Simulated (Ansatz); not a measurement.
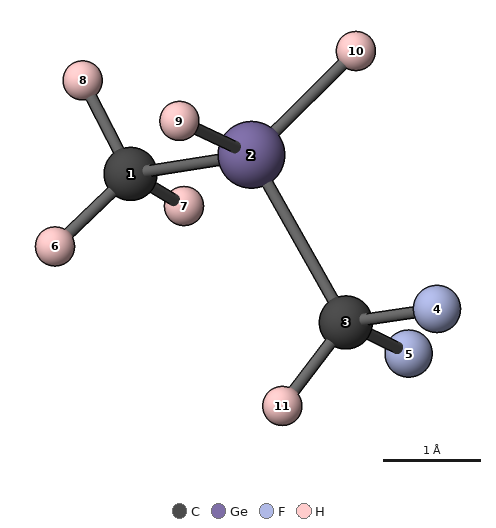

Fig. 1: The starting structure (ball-and-stick view, seen at a tilt; atoms are numbered from 1 in the order of the input). Sticks mark near contacts. Bond lengths as drawn: C–F 1.37 to 1.38 Å, C–Ge 1.96 to 2.01 Å, C–H 1.11 to 1.12 Å and Ge–H 1.55 Å.

**Geometry relaxation of C2H6F2Ge**

System: C2H6F2Ge, SMILES [CH3][GeH2][CH](F)F.
Method: RKS PBE-D4/def2-SVP (Ansatz 0.2.0).

Figures and captions count atoms from 1; the log counts them from 0 in places.

### What the program printed
```
The last accepted step is kept in [file] (removed where the run ends without a failure and the disk answers)
Engine: ansatz 0.2.0, x86_64-unknown-linux-gnu
Functional definition: PBE
  parameter kappa = 0.804
  parameter beta = 0.06672455060314922
  exchange = pbe_x(kappa = kappa, mu = beta*pi^2/3)
  correlation = pbe_c(beta = beta)
1311 factors; their error is unknown
mean field evaluation 1: about -64086.1777 eV, gradient 6.0e1 eV
mean field evaluation 2: about -64075.7505 eV, gradient 8.4e1 eV
mean field evaluation 4: about -64093.8508 eV, gradient 5.6e0 eV
mean field evaluation 8: about -64093.9080 eV, gradient 1.3e-1 eV
mean field evaluation 16: about -64093.8311 eV, gradient 3.2e-4 eV
mean field -64093.83112853 eV, -2355.4048496143 hartree, gradient 2.4e-5 eV, S^2 0.000000; 0 other end points of the search recorded, 0 dependent functions left out
the calculation of the forces begins
reference -64093.83116176 eV, -2355.4048508354 hartree; 34, 34 occupied and 84, 84 virtual orbitals, 1311 factors
relax step   1: F+E_penalty+E_count = -64094.02377911 eV  Δ(F+E_penalty+E_count) = +0.000e0 eV  max|allowed force component| = 1.889e-2 eV/Å  Δτ_max = 0.0000 Å  (28 SCF iters, accepted)
these checks for a lower state are left out or cut short: starts, cluster_reference, orbital_swaps, neighbouring_geometries, increment
1311 factors; their error is unknown
mean field -64093.83119411 eV, -2355.4048520244 hartree, gradient 1.6e-5 eV, S^2 0.000000; 0 other end points of the search recorded, 0 dependent functions left out
the calculation of the forces begins
reference -64093.83122733 eV, -2355.4048532452 hartree; 34, 34 occupied and 84, 84 virtual orbitals, 1311 factors
relax step   2: F+E_penalty+E_count = -64094.02395311 eV  Δ(F+E_penalty+E_count) = -1.740e-4 eV  max|allowed force component| = 6.438e-3 eV/Å  Δτ_max = 0.0115 Å  (29 SCF iters, accepted)
these checks for a lower state are left out or cut short: starts, cluster_reference, orbital_swaps, neighbouring_geometries, increment
1311 factors; their error is unknown
mean field evaluation 32: about -64093.8311 eV, gradient 1.6e-5 eV
mean field -64093.83107471 eV, -2355.4048476363 hartree, gradient 1.6e-5 eV, S^2 0.000000; 0 other end points of the search recorded, 0 dependent functions left out
the calculation of the forces begins
reference -64093.83110790 eV, -2355.4048488562 hartree; 34, 34 occupied and 84, 84 virtual orbitals, 1311 factors
relax step   3: F+E_penalty+E_count = -64094.02412323 eV  Δ(F+E_penalty+E_count) = -1.701e-4 eV  max|allowed force component| = 1.276e-2 eV/Å  Δτ_max = 0.0294 Å  (29 SCF iters, accepted)
these checks for a lower state are left out or cut short: starts, cluster_reference, orbital_swaps, neighbouring_geometries, increment
1311 factors; their error is unknown
mean field -64093.83114744 eV, -2355.4048503092 hartree, gradient 1.6e-5 eV, S^2 0.000000; 0 other end points of the search recorded, 0 dependent functions left out
the calculation of the forces begins
reference -64093.83118063 eV, -2355.4048515288 hartree; 34, 34 occupied and 84, 84 virtual orbitals, 1311 factors
relax step   4: F+E_penalty+E_count = -64094.02416679 eV  Δ(F+E_penalty+E_count) = -4.355e-5 eV  max|allowed force component| = 1.054e-2 eV/Å  Δτ_max = 0.0085 Å  (30 SCF iters, accepted)
these checks for a lower state are left out or cut short: starts, cluster_reference, orbital_swaps, neighbouring_geometries, increment
1311 factors; their error is unknown
mean field -64093.83117714 eV, -2355.4048514006 hartree, gradient 1.6e-5 eV, S^2 0.000000; 0 other end points of the search recorded, 0 dependent functions left out
the calculation of the forces begins
reference -64093.83121032 eV, -2355.4048526201 hartree; 34, 34 occupied and 84, 84 virtual orbitals, 1311 factors
relax step   5: F+E_penalty+E_count = -64094.02419409 eV  Δ(F+E_penalty+E_count) = -2.731e-5 eV  max|allowed force component| = 4.515e-3 eV/Å  Δτ_max = 0.0048 Å  (30 SCF iters, accepted)
these checks for a lower state are left out or cut short: starts, cluster_reference, orbital_swaps, neighbouring_geometries, increment
1311 factors; their error is unknown
mean field -64093.83118322 eV, -2355.4048516243 hartree, gradient 2.0e-5 eV, S^2 0.000000; 0 other end points of the search recorded, 0 dependent functions left out
the calculation of the forces begins
reference -64093.83121640 eV, -2355.4048528437 hartree; 34, 34 occupied and 84, 84 virtual orbitals, 1311 factors
relax step   6: F+E_penalty+E_count = -64094.02419901 eV  Δ(F+E_penalty+E_count) = -4.911e-6 eV  max|allowed force component| = 2.340e-3 eV/Å  Δτ_max = 0.0031 Å  (22 SCF iters, accepted)
1311 factors; their error is unknown
mean field evaluation 64: about -64093.9081 eV, gradient 4.1e-2 eV
```

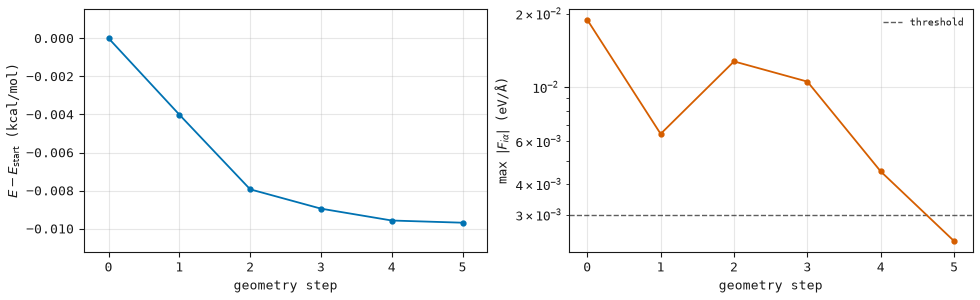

Fig. 2: Progress of the relaxation, step by step (the first geometry is step 0 here and step 1 in the log).

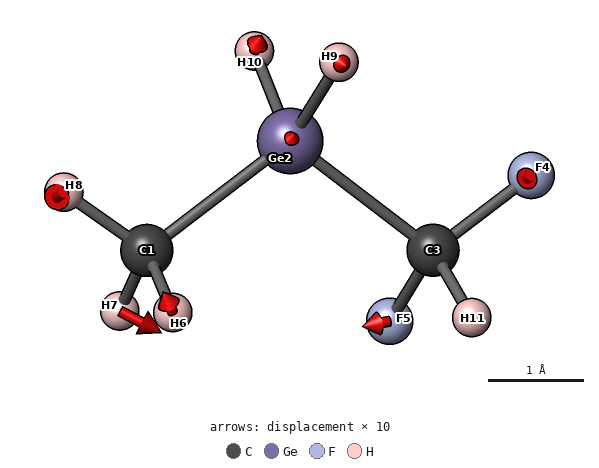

Fig. 3: The starting structure with the displacements as red arrows, magnified 10 times (ball-and-stick view, seen at a tilt). The two geometries are laid on each other by the best rigid fit. The atom that moves furthest after the best rigid fit is H7 (0.051 Å). Largest moves by element: H 0.051 Å, F 0.033 Å, Ge 0.015 Å, C 0.008 Å. Over 5 geometry steps the energy falls by 0.01 kcal/mol. The largest force component goes from 0.019 to 0.0023 eV/Å. (Atoms are counted from 1 in the order of the input.)

```
mean field -64093.83118322 eV, -2355.4048516243 hartree, gradient 2.0e-5 eV, S^2 0.000000; 1 other end points of the search recorded, 0 dependent functions left out
the calculation of the forces begins
reference -64093.83121640 eV, -2355.4048528437 hartree; 34, 34 occupied and 84, 84 virtual orbitals, 1311 factors
Total energy: -64094.02423219 eV, -2355.4119460429 hartree
Atom 0 at    -1.248178     0.220869     1.086152 Å, force    -0.000280    -0.000384    -0.001504 eV/Å
Atom 1 at     0.564758    -0.280820     0.523262 Å, force    -0.000887    -0.001135     0.001900 eV/Å
Atom 2 at     0.688274    -0.068505    -1.466874 Å, force     0.000735     0.002340    -0.000217 eV/Å
Atom 3 at     1.974486    -0.293127    -1.887976 Å, force    -0.000789     0.000050     0.000564 eV/Å
Atom 4 at     0.348696     1.228094    -1.784791 Å, force     0.000074    -0.001440     0.000238 eV/Å
Atom 5 at    -1.991468    -0.503602     0.699833 Å, force     0.000210     0.000529     0.000332 eV/Å
Atom 6 at    -1.490799     1.225511     0.688605 Å, force     0.000262     0.000012     0.000190 eV/Å
Atom 7 at    -1.322891     0.246450     2.190418 Å, force     0.000017    -0.000024     0.000404 eV/Å
Atom 8 at     0.897771    -1.753411     0.886458 Å, force     0.000067    -0.000161    -0.000398 eV/Å
Atom 9 at     1.629654     0.666439     1.132310 Å, force     0.000309     0.000429    -0.001504 eV/Å
Atom 10 at     0.015000    -0.744898    -2.046698 Å, force     0.000281    -0.000215    -0.000005 eV/Å
Dipole moment:    -0.333590    -0.170411     0.209149 e Å
```

### Trajectory as extended XYZ (Å, eV, eV/Å), 6 frames, from step=1 to step=6
```
11
Properties=species:S:1:pos:R:3:forces:R:3 step=1 energy=-64094.02378
C    -1.2522    0.2195    1.0912    0.0106   0.0028  -0.0029
Ge    0.5629   -0.2668    0.5196   -0.0090  -0.0102   0.0014
C     0.6904   -0.0730   -1.4726   -0.0070   0.0110   0.0189
F     1.9743   -0.3223   -1.8861    0.0070  -0.0050  -0.0091
F     0.3726    1.2245   -1.8066   -0.0057   0.0033   0.0025
H    -1.9959   -0.4873    0.6741    0.0023  -0.0002   0.0017
H    -1.4936    1.2406    0.7370    0.0030  -0.0045  -0.0025
H    -1.3278    0.1980    2.1957   -0.0062   0.0041  -0.0023
H     0.9053   -1.7356    0.8907    0.0012   0.0037  -0.0005
H     1.6215    0.6908    1.1237    0.0001  -0.0012  -0.0034
H     0.0078   -0.7455   -2.0460    0.0038  -0.0038  -0.0038
11
Properties=species:S:1:pos:R:3:forces:R:3 step=2 energy=-64094.02395
C    -1.2511    0.2193    1.0898    0.0036   0.0001   0.0014
Ge    0.5635   -0.2705    0.5210   -0.0009   0.0005   0.0019
C     0.6893   -0.0716   -1.4704   -0.0064  -0.0021   0.0035
F     1.9729   -0.3182   -1.8869    0.0054  -0.0002  -0.0043
F     0.3689    1.2263   -1.8007   -0.0032   0.0015   0.0057
H    -1.9942   -0.4909    0.6776   -0.0001   0.0001   0.0011
H    -1.4917    1.2372    0.7261    0.0018  -0.0023  -0.0031
H    -1.3289    0.2077    2.1942   -0.0018   0.0025  -0.0034
H     0.9062   -1.7392    0.8914   -0.0012   0.0018  -0.0018
H     1.6232    0.6866    1.1237    0.0011  -0.0006   0.0013
H     0.0073   -0.7437   -2.0451    0.0016  -0.0013  -0.0022
11
Properties=species:S:1:pos:R:3:forces:R:3 step=3 energy=-64094.02412
C    -1.2482    0.2191    1.0857   -0.0119   0.0076   0.0124
Ge    0.5661   -0.2776    0.5245    0.0022  -0.0035  -0.0026
C     0.6863   -0.0699   -1.4660    0.0128  -0.0059  -0.0045
F     1.9700   -0.3068   -1.8892   -0.0054   0.0051   0.0006
F     0.3579    1.2293   -1.7842   -0.0016   0.0041  -0.0052
H    -1.9904   -0.5001    0.6874    0.0027   0.0026   0.0013
H    -1.4878    1.2287    0.6983   -0.0007  -0.0073   0.0022
H    -1.3294    0.2324    2.1902    0.0045   0.0001  -0.0127
H     0.9060   -1.7476    0.8906   -0.0015  -0.0034   0.0022
H     1.6282    0.6762    1.1281   -0.0001  -0.0006   0.0009
H     0.0065   -0.7408   -2.0447   -0.0008   0.0012   0.0055
11
Properties=species:S:1:pos:R:3:forces:R:3 step=4 energy=-64094.02417
C    -1.2482    0.2196    1.0861   -0.0099   0.0032  -0.0002
Ge    0.5651   -0.2802    0.5235    0.0071   0.0060   0.0059
C     0.6879   -0.0687   -1.4665    0.0040  -0.0078  -0.0105
F     1.9724   -0.3004   -1.8900   -0.0100   0.0048   0.0072
F     0.3546    1.2296   -1.7838    0.0014  -0.0015   0.0008
H    -1.9910   -0.5026    0.6945    0.0011   0.0024   0.0019
H    -1.4894    1.2263    0.6925    0.0004  -0.0048   0.0021
H    -1.3262    0.2402    2.1904    0.0042  -0.0007  -0.0065
H     0.9019   -1.7509    0.8903   -0.0008  -0.0017  -0.0027
H     1.6280    0.6715    1.1291    0.0017  -0.0009   0.0022
H     0.0102   -0.7416   -2.0454    0.0007   0.0010  -0.0001
11
Properties=species:S:1:pos:R:3:forces:R:3 step=5 energy=-64094.02419
C    -1.2483    0.2205    1.0859   -0.0018  -0.0002  -0.0002
Ge    0.5651   -0.2804    0.5237    0.0008   0.0023  -0.0016
C     0.6882   -0.0684   -1.4665    0.0018  -0.0007  -0.0039
F     1.9737   -0.2960   -1.8888   -0.0045   0.0017   0.0032
F     0.3511    1.2288   -1.7846    0.0009  -0.0025   0.0015
H    -1.9914   -0.5034    0.6979    0.0017   0.0007   0.0009
H    -1.4910    1.2257    0.6899    0.0020  -0.0013   0.0004
H    -1.3237    0.2442    2.1901   -0.0007   0.0002   0.0002
H     0.8992   -1.7526    0.8874   -0.0005   0.0006  -0.0002
H     1.6295    0.6683    1.1312   -0.0003  -0.0006   0.0010
H     0.0130   -0.7436   -2.0455    0.0005  -0.0001  -0.0013
11
Properties=species:S:1:pos:R:3:forces:R:3 step=6 energy=-64094.02420
C    -1.2482    0.2209    1.0862   -0.0003  -0.0004  -0.0015
Ge    0.5648   -0.2808    0.5233   -0.0009  -0.0011   0.0019
C     0.6883   -0.0685   -1.4669    0.0007   0.0023  -0.0002
F     1.9745   -0.2931   -1.8880   -0.0008   0.0001   0.0006
F     0.3487    1.2281   -1.7848    0.0001  -0.0014   0.0002
H    -1.9915   -0.5036    0.6998    0.0002   0.0005   0.0003
H    -1.4908    1.2255    0.6886    0.0003   0.0000   0.0002
H    -1.3229    0.2465    2.1904    0.0000   0.0000   0.0004
H     0.8978   -1.7534    0.8865    0.0001  -0.0002  -0.0004
H     1.6297    0.6664    1.1323    0.0003   0.0004  -0.0015
H     0.0150   -0.7449   -2.0467    0.0003  -0.0002   0.0000
```

The run was set up as follows.

### Input file
```yaml
crystal:
  periodic: [false, false, false]
  atoms:
    - { symbol: C, position_ang: [-1.25218, 0.219532, 1.091227] }
    - { symbol: Ge, position_ang: [0.562884, -0.266761, 0.519558] }
    - { symbol: C, position_ang: [0.69036, -0.072995, -1.472595] }
    - { symbol: F, position_ang: [1.974341, -0.322293, -1.886055] }
    - { symbol: F, position_ang: [0.372587, 1.224538, -1.806573] }
    - { symbol: H, position_ang: [-1.995894, -0.487295, 0.674097] }
    - { symbol: H, position_ang: [-1.493584, 1.240566, 0.736975] }
    - { symbol: H, position_ang: [-1.327801, 0.198029, 2.195695] }
    - { symbol: H, position_ang: [0.905254, -1.735597, 0.890689] }
    - { symbol: H, position_ang: [1.621539, 0.690754, 1.123681] }
    - { symbol: H, position_ang: [0.007796, -0.745477, -2.045999] }
basis:
  gaussian: { orbitals: def2-SVP }
hamiltonian:
  xc: pbe
  dispersion: d4
output:
  forces: true
relax:
  f_tol: 0.003
  max_steps: 120
```

Launched with:
```bash
ansatz run input.yaml --threads 1 --pin off --max-ram 2560MiB --backend cpu --events-out ev --progress --plain --runs-dir out
```

### Results in brief

```csv
quantity,value
outcome,converged
total energy,−64094.0242 eV
mean-field energy,−64093.8312 eV
largest force (length of the vector) at the end,0.002 eV/Å
hardware,"1 thread of Intel Xeon @ 2.50GHz (Skylake/Cascade Lake), 189 GiB of memory available, shared host"
wall time,98 s (CPU time 58 s; the host was busy)
peak memory,0.17 GiB
```
